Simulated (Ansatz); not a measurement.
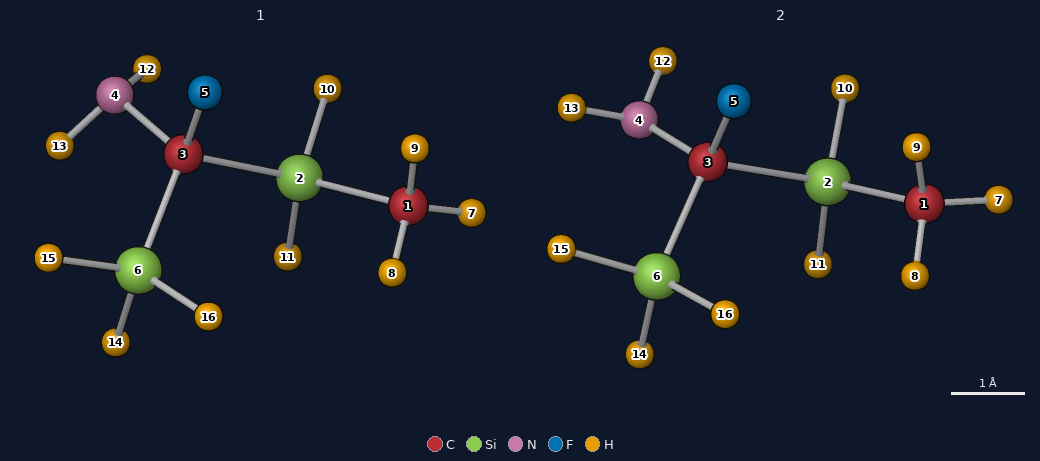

Two geometries of C₂H₁₀FNSi₂, drawn at one scale. One is the start of a relaxation, the other its converged end. Style: ball-and-stick. Shown from a free direction.

Computed with RKS LDA/def2-SVP in Ansatz 0.2.0. Settings: no spin polarisation; force threshold 0.015 eV/Å; at most 40 steps.

Q: Which geometry has the lower energy?

A: Structure 2 is the relaxed one. The run prepares an end point of a later path (inversion) calculation, from a guessed geometry. After 11 geometry steps the energy has fallen by 90.4 kJ/mol. The largest force component goes from 5.3 to 0.014 eV/Å. The atom that moves furthest after the best rigid fit is H13 (0.77 Å). Largest moves by element: H 0.77 Å, N 0.38 Å, C 0.20 Å, Si 0.19 Å, F 0.19 Å. Near-neighbour distances that change, for instance: C3–N4 1.497 → 1.387 Å, C3–F5 1.371 → 1.446 Å, C3–Si6 1.827 → 1.896 Å, N4–H12 0.967 → 1.029 Å. Bond angles that change, for instance: C3–N4–H13 104.7° → 116.1°, N4–C3–F5 102.7° → 113.6°, C1–Si2–H10 104.9° → 111.6°. Cost: 15 s on 2 threads of Intel(R) Xeon(R) 6975P-C (Granite Rapids), with other jobs on the host, peak memory 0.2 GiB.
